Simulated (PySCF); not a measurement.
# M06-2X/def2-SVP run of GaHSeCl2 (SMILES [Cl][Ga]([Cl])[SeH])

Aim: the vertical ionisation energy of GaHSeCl2 at M06-2X/def2-SVP, from 2 runs. The job is set up through a Python script.

The calculation is run with PySCF 2.14.0.

### 1 The molecule

GaHSeCl2: 5 atoms, total charge 0, spin state singlet. As SMILES, `[Cl][Ga]([Cl])[SeH]`. The shape is that of a PBE0-D4/def2-TZVP optimisation.

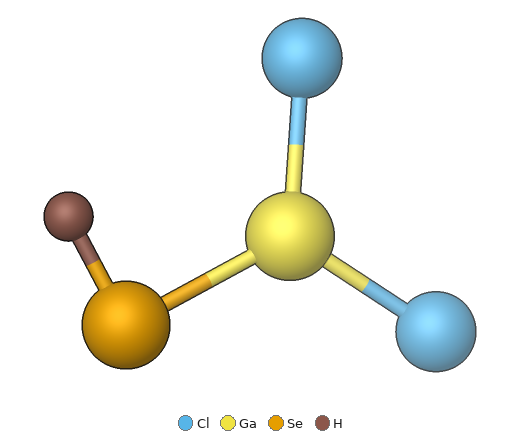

Viewed from a chosen angle; chlorine blue, gallium yellow, selenium amber, hydrogen brown.

### 2 A single-point energy at M06-2X/def2-SVP

Input file input.py:

```python
from pyscf import gto, dft

mol = gto.M(
    atom='''
Cl       1.565200      -0.816300       1.955100
Ga       0.270800      -0.384500       0.326100
Cl      -0.593300      -2.024800      -0.717000
Se      -0.155400       1.797300      -0.258200
H       -1.037500       1.354700      -1.347300
''',
    max_memory=1860,
    verbose=3,
    basis='def2-svp',
)

mf = dft.RKS(mol, xc='m06-2x')
mf.grids.level = 3
mf.conv_tol = 1e-10
mf.kernel()
if not mf.converged:
    mf = mf.newton().run(mf.mo_coeff, mf.mo_occ)

etot = mf.e_tot
print('Final energy', etot)
```

Started as:

```bash
OMP_NUM_THREADS=1 python input.py
```

Standard output:

```text
converged SCF energy = -5246.74269079475
Final energy -5246.742690794755
```

It took 21 s on 1 thread of Arm Neoverse V1, shared host; peak memory 0.55 GiB.

### 3 The doublet cation, same level

Input file input.py:

```python
from pyscf import gto, dft

mol = gto.Mole()
mol.atom = [
    ('Cl', (1.565200, -0.816300, 1.955100)),
    ('Ga', (0.270800, -0.384500, 0.326100)),
    ('Cl', (-0.593300, -2.024800, -0.717000)),
    ('Se', (-0.155400, 1.797300, -0.258200)),
    ('H', (-1.037500, 1.354700, -1.347300)),
]
mol.basis = 'def2-svp'
mol.verbose = 3
mol.spin = 1
mol.max_memory = 1860
mol.charge = 1
mol.build()

mf = dft.UKS(mol, xc='m06-2x')
mf.grids.level = 3
mf.conv_tol = 1e-10
mf.kernel()
if not mf.converged:
    mf = mf.newton().run(mf.mo_coeff, mf.mo_occ)

e_tot = mf.e_tot
print(f'total energy: {e_tot:.8f} hartree')
```

Started as:

```bash
OMP_NUM_THREADS=1 python input.py
```

Standard output:

```text
converged SCF energy = -5246.37132291002  <S^2> = 0.75478423  2S+1 = 2.0047785
total energy: -5246.37132291 hartree
```

It took 52 s on 1 thread of Arm Neoverse V1, shared host; peak memory 0.57 GiB.

### 4 What came out

At M06-2X/def2-SVP:

```
                                          quantity           value
                    singlet GaHSeCl2: total energy  -5246.74269 Eh
                   singlet GaHSeCl2: dipole moment          1.52 D
                     singlet GaHSeCl2: HOMO energy        -8.93 eV
                     singlet GaHSeCl2: LUMO energy        -0.54 eV
                   singlet GaHSeCl2: HOMO–LUMO gap         8.39 eV
                      doublet cation: total energy  -5246.37132 Eh
doublet cation: HOMO energy (highest over α and β)       -14.99 eV
 doublet cation: LUMO energy (lowest over α and β)       -11.16 eV
                              doublet cation: ⟨S²⟩           0.755
vertical ionisation energy (to the doublet cation)       10.105 eV
```

What this shows: The vertical ionisation energy comes to 10.11 eV (975 kJ/mol). −ε(HOMO) before ionisation, 8.93 eV, is 1.17 eV below this ionisation energy. Mulliken charges (doublet cation) run from -0.13 on Cl3 to +0.70 on Ga2; they depend strongly on the basis.
